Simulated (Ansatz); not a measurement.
Base system: NaCl in the rock salt structure (space group Fm-3m, No. 225; a = 5.6955 Å).

Structures relaxed with Ansatz (a program for electronic structure), PBE, PAW, cutoff 420 eV, no spin-orbit coupling.

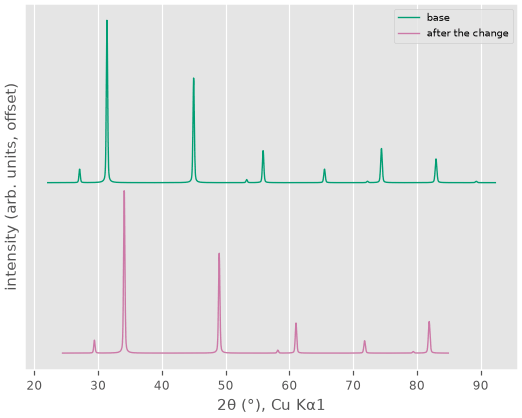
Figure: Simulated powder patterns before (top) and after one change

**Question.** Name the change that was made.
A. pressure 0.3 GPa
B. pressure 10 GPa
C. pressure 3 GPa
D. pressure −2 GPa

**Answer.** B, pressure 10 GPa. Its volume per atom is 18.14 Å³ against 23.09 Å³, and its space group is Fm-3m (No. 225).

Load acts through the strain it causes; cell and atoms are relaxed under it. Stability against distortions was not tested. Competing high-pressure phases were not computed.
